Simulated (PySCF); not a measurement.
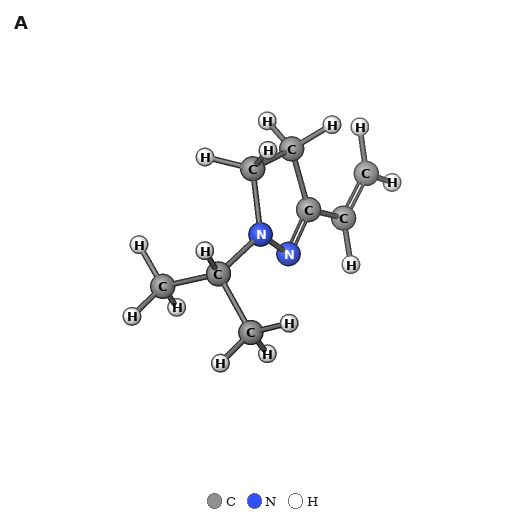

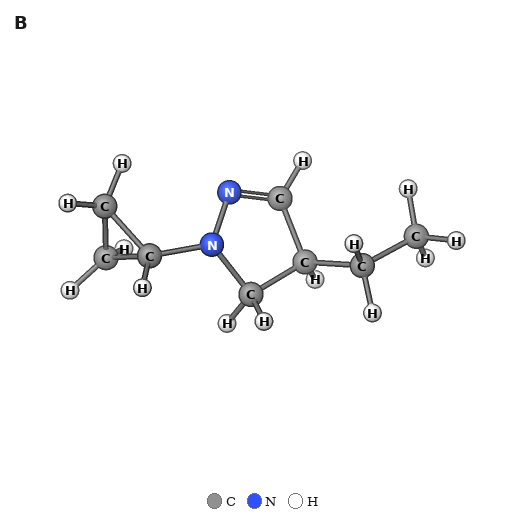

2 stationary structures of one formula. Geometries: GFN2-xTB. Electronic energies: PBE0/pcSseg-1 (PySCF 2.14.0), without zero-point energy. No frequency run is at hand to confirm each as a minimum. Each is one conformer, not always the lowest.

> How are they related?

They are constitutional isomers of C8H14N2: A `C=CC1=NN(C(C)C)CC1`, B `CC[C@@H]1C=NN(C2CC2)C1`.

> Rank them by energy, lowest first.

A is lowest; B lies 13.9 kcal/mol above it.
